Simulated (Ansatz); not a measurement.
## Geometry relaxation, with input and output: SnH₄

- system: SnH₄
- method: RKS PBE0-D4/def2-TZVP (Ansatz 0.2.0)

Figures and captions count atoms from 1; the log counts them from 0 in places.

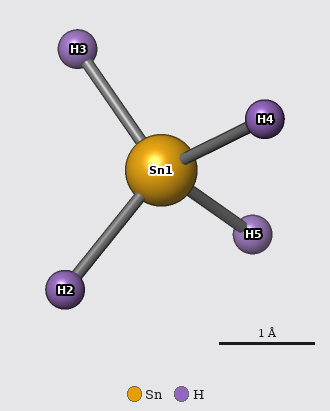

The starting structure (ball-and-stick view, seen at a tilt; atoms are numbered from 1 in the order of the input). Sticks mark near contacts. Bond lengths as drawn: H–Sn 1.70 to 1.73 Å.

Results in brief

- outcome: converged
- total energy: −5895.7896 eV
- mean-field energy: −5895.7471 eV
- dispersion energy: −0.0425 eV
- SCF solution under orbital rotations: stable
- largest force (length of the vector) at the end: 0.002 eV/Å
- dipole moment: 0.00 D
- hardware: 4 threads of Intel Xeon @ 2.50GHz, 180 GiB of memory available, shared host
- wall time: 5.5 s (CPU time 13 s)
- peak memory: 0.5 GiB

Input
```yaml
crystal:
  periodic: [false, false, false]
  atoms:
    - {symbol: Sn, position_ang: [-1.584880, 1.072947, -0.645631]}
    - {symbol: H, position_ang: [-0.146774, 1.983362, -0.552019]}
    - {symbol: H, position_ang: [-1.368597, -0.389194, -1.494746]}
    - {symbol: H, position_ang: [-2.323442, 0.847322, 0.872846]}
    - {symbol: H, position_ang: [-2.686508, 2.012951, -1.584040]}
basis:
  gaussian: {orbitals: def2-TZVP}
hamiltonian: {xc: pbe0, dispersion: d4}
relax: {f_tol: 0.005, max_steps: 200}
```

Command:
```bash
ansatz run in.yaml --threads 4 --pin off --events-out ev --progress --plain --max-ram 9574MiB
```

Log
```
Functional definition: PBE0
  name "PBE0"
  cite "Adamo & Barone, J. Chem. Phys. 110, 6158 (1999) doi:10.1063/1.478522"
  cite "Perdew, Burke & Ernzerhof, Phys. Rev. Lett. 77, 3865 (1996) doi:10.1103/PhysRevLett.77.3865"
  parent pbe
  parameter a = 0.25
  parameter kappa = 0.804
  parameter beta = 0.06672455060314922
  exchange = (1 - a)*pbe_x(kappa = kappa, mu = beta*pi^2/3) + a*exact_x
  correlation = pbe_c(beta = beta)
637 factors; their error is unknown
mean field evaluation 1: about -5895.3943 eV, gradient 1.0e1 eV
mean field evaluation 2: about -5895.5960 eV, gradient 5.5e0 eV
mean field evaluation 4: about -5895.6436 eV, gradient 6.6e-2 eV
mean field evaluation 8: about -5895.7209 eV, gradient 1.3e-2 eV
mean field -5895.72088866 eV, -216.6637463952 hartree, gradient 6.3e-5 eV, S^2 0.000000; 0 other end points of the search recorded, 0 dependent functions left out
the calculation of the forces begins
reference -5895.72092415 eV, -216.6637476995 hartree; 13, 13 occupied and 61, 61 virtual orbitals, 637 factors
relax step   1: F+E_penalty+E_count = -5895.76336414 eV  Δ(F+E_penalty+E_count) = +0.000e0 eV  max|allowed force component| = 3.865e-1 eV/Å  Δτ_max = 0.0000 Å  (21 SCF iters, accepted)
these checks for a lower state are left out or cut short: starts, cluster_reference, orbital_swaps, neighbouring_geometries, increment
637 factors; their error is unknown
mean field evaluation 16: about -5895.7271 eV, gradient 1.7e-1 eV
mean field -5895.72716887 eV, -216.6639771884 hartree, gradient 9.1e-6 eV, S^2 0.000000; 0 other end points of the search recorded, 0 dependent functions left out
the calculation of the forces begins
reference -5895.72720434 eV, -216.6639784919 hartree; 13, 13 occupied and 61, 61 virtual orbitals, 637 factors
relax step   2: F+E_penalty+E_count = -5895.76964855 eV  Δ(F+E_penalty+E_count) = -6.284e-3 eV  max|allowed force component| = 2.893e-1 eV/Å  Δτ_max = 0.1114 Å  (24 SCF iters, accepted)
these checks for a lower state are left out or cut short: starts, cluster_reference, orbital_swaps, neighbouring_geometries, increment
637 factors; their error is unknown
mean field -5895.74703002 eV, -216.6647070723 hartree, gradient 7.8e-6 eV, S^2 0.000000; 0 other end points of the search recorded, 0 dependent functions left out
the calculation of the forces begins
reference -5895.74706551 eV, -216.6647083764 hartree; 13, 13 occupied and 61, 61 virtual orbitals, 637 factors
relax step   3: F+E_penalty+E_count = -5895.78952299 eV  Δ(F+E_penalty+E_count) = -1.987e-2 eV  max|allowed force component| = 8.587e-3 eV/Å  Δτ_max = 0.0496 Å  (25 SCF iters, accepted)
these checks for a lower state are left out or cut short: starts, cluster_reference, orbital_swaps, neighbouring_geometries, increment
637 factors; their error is unknown
mean field evaluation 32: about -5895.7470 eV, gradient 1.6e-5 eV
mean field -5895.74704788 eV, -216.6647077286 hartree, gradient 1.6e-5 eV, S^2 0.000000; 0 other end points of the search recorded, 0 dependent functions left out
the calculation of the forces begins
reference -5895.74708336 eV, -216.6647090327 hartree; 13, 13 occupied and 61, 61 virtual orbitals, 637 factors
relax step   4: F+E_penalty+E_count = -5895.78954312 eV  Δ(F+E_penalty+E_count) = -2.013e-5 eV  max|allowed force component| = 1.900e-3 eV/Å  Δτ_max = 0.0021 Å  (18 SCF iters, accepted)
```

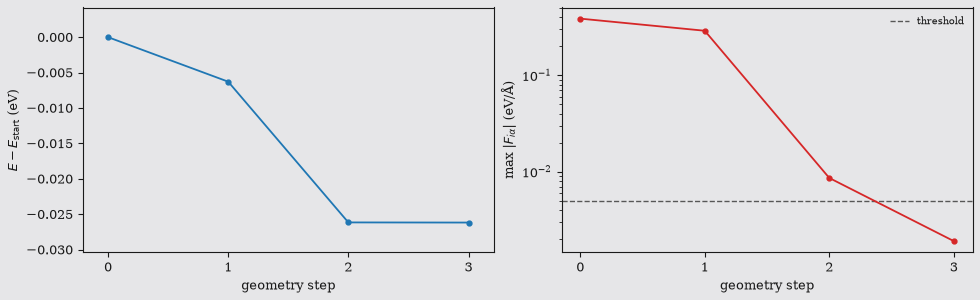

Progress of the relaxation, step by step (the first geometry is step 0 here and step 1 in the log).

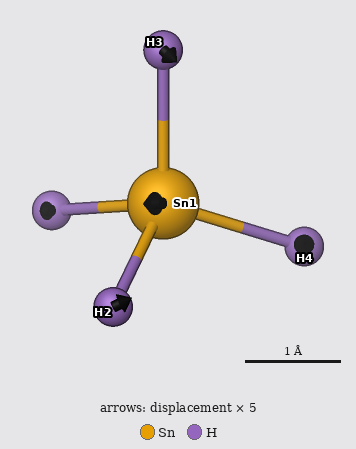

The starting structure with the displacements as black arrows, magnified 5 times (ball-and-stick view, seen at a tilt). The two geometries are laid on each other by the best rigid fit. The largest move after the best rigid fit is that of Sn1, 0.061 Å. Largest moves by element: Sn 0.061 Å, H 0.047 Å. Among the contacts that change: Sn1–H5 1.726 → 1.704 Å. Among the angles that change: H2–Sn1–H5 106.1° → 109.5°, H2–Sn1–H4 112.8° → 109.5°, H2–Sn1–H3 112.2° → 109.5°. Over 3 geometry steps the energy falls by 0.026 eV. The largest force component goes from 0.39 to 0.0019 eV/Å. (Atoms are counted from 1 in the order of the input.)

```
637 factors; their error is unknown
mean field -5895.74704788 eV, -216.6647077286 hartree, gradient 1.6e-5 eV, S^2 0.000000; 1 other end points of the search recorded, 0 dependent functions left out
the calculation of the forces begins
reference -5895.74708336 eV, -216.6647090327 hartree; 13, 13 occupied and 61, 61 virtual orbitals, 637 factors
Total energy: -5895.78957861 eV, -216.6662707041 hartree
Atom 0 at    -1.622059     1.105498    -0.680737 Å, force     0.000060    -0.000052     0.000052 eV/Å
Atom 1 at    -0.147694     1.945271    -0.528168 Å, force     0.001774     0.001129     0.000141 eV/Å
Atom 2 at    -1.348055    -0.386562    -1.455940 Å, force     0.000251    -0.001808    -0.001042 eV/Å
Atom 3 at    -2.280887     0.829308     0.865846 Å, force    -0.000885    -0.000294     0.001900 eV/Å
Atom 4 at    -2.711506     2.033873    -1.604591 Å, force    -0.001200     0.001025    -0.001051 eV/Å
Dipole moment:    -0.000020     0.000022    -0.000021 e Å
```

Trajectory as extended XYZ (Å, eV, eV/Å), 4 frames, from step=1 to step=4
```
5
Properties=species:S:1:pos:R:3:forces:R:3 step=1 energy=-5895.76336
Sn   -1.5849    1.0729   -0.6456   -0.3865   0.3418  -0.3672
H    -0.1468    1.9834   -0.5520    0.0289  -0.1330   0.0944
H    -1.3686   -0.3892   -1.4947    0.0888  -0.0199   0.1366
H    -2.3234    0.8473    0.8728    0.1417  -0.0784   0.0216
H    -2.6865    2.0130   -1.5840    0.1272  -0.1104   0.1146
5
Properties=species:S:1:pos:R:3:forces:R:3 step=2 energy=-5895.76965
Sn   -1.6532    1.1327   -0.7101    0.2893  -0.2511   0.2640
H    -0.1442    1.9118   -0.5054   -0.1061   0.0801  -0.0967
H    -1.3278   -0.3884   -1.4218   -0.0983   0.0986  -0.0866
H    -2.2429    0.8119    0.8632   -0.1033   0.0860  -0.0901
H    -2.7421    2.0593   -1.6294    0.0184  -0.0136   0.0094
5
Properties=species:S:1:pos:R:3:forces:R:3 step=3 energy=-5895.78952
Sn   -1.6228    1.1061   -0.6814    0.0004  -0.0002   0.0003
H    -0.1473    1.9444   -0.5274   -0.0033   0.0020  -0.0028
H    -1.3474   -0.3869   -1.4551   -0.0028   0.0031  -0.0022
H    -2.2798    0.8287    0.8660   -0.0030   0.0024  -0.0024
H    -2.7128    2.0350   -1.6057    0.0086  -0.0073   0.0072
5
Properties=species:S:1:pos:R:3:forces:R:3 step=4 energy=-5895.78954
Sn   -1.6221    1.1055   -0.6807    0.0001  -0.0001   0.0001
H    -0.1477    1.9453   -0.5282    0.0018   0.0011   0.0001
H    -1.3481   -0.3866   -1.4559    0.0003  -0.0018  -0.0010
H    -2.2809    0.8293    0.8658   -0.0009  -0.0003   0.0019
H    -2.7115    2.0339   -1.6046   -0.0012   0.0010  -0.0011
```

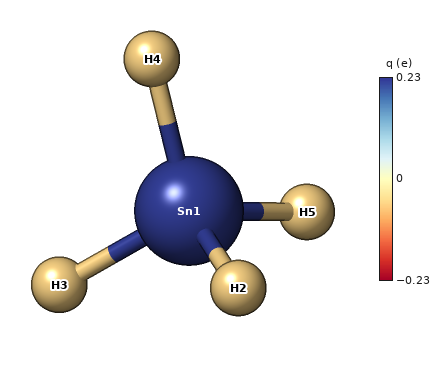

Mulliken charges, as the colour of each atom (ball-and-stick view, seen at a tilt; atoms are numbered from 1 in the order of the input). By element: Sn +0.22 and H −0.06 e.
